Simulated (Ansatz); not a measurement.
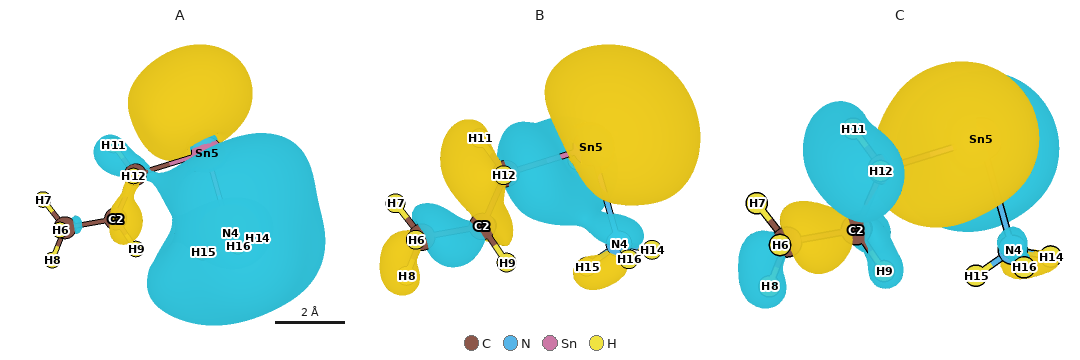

*C3H11NSn (SMILES CC[CH2][SnH-][NH3+]). Three frontier orbitals at ±0.05 Å⁻³ᐟ² (yellow and cyan are the two phases), in no order.*

Geometry: B3LYP-D3(BJ)/def2-SVP; core potentials replace the inner electrons of Sn.

Theory: Ansatz 0.2.0, isolated molecule in a Gaussian basis; Kohn-Sham density functional theory, functional PBE0.

| atom | x (Å) | y (Å) | z (Å) |
| --- | --- | --- | --- |
| C | -0.2614 | 0.1859 | 2.0250 |
| C | 0.2347 | 0.4534 | 0.5997 |
| C | 0.7579 | -0.7883 | -0.1216 |
| N | 0.0943 | 1.2127 | -2.6512 |
| Sn | 1.7372 | -0.5221 | -2.1408 |
| H | -1.0737 | -0.5601 | 2.0285 |
| H | 0.5524 | -0.2128 | 2.6531 |
| H | -0.6418 | 1.1016 | 2.5092 |
| H | -0.6042 | 0.8991 | 0.0281 |
| H | 1.0246 | 1.2257 | 0.6283 |
| H | 1.5528 | -1.2617 | 0.4859 |
| H | -0.0399 | -1.5471 | -0.2141 |
| H | 2.7043 | 0.8833 | -1.5526 |
| H | 0.4566 | 1.8554 | -3.3569 |
| H | -0.0787 | 1.7464 | -1.7971 |
| H | -0.8012 | 0.8526 | -2.9846 |

Which picture is the HOMO−1, the HOMO and the LUMO?

Answer. C is the HOMO−1 (−6.83 eV). By Hirshfeld shares it lies mainly on Sn5 (about 35 %), H13 (about 25 %) and C3 (about 25 %). B is the HOMO (−5.30 eV). It lies mainly on Sn5 (about 65 %), C3 (about 15 %) and H13 (about 10 %). A is the LUMO (−0.77 eV). By Hirshfeld shares it lies mainly on Sn5 (about 55 %), N4 (about 10 %), H16 (about 10 %), H14 (about 10 %) and H15 (about 5 %).

What is the HOMO–LUMO gap?

Answer. 4.53 eV between the orbital energies.
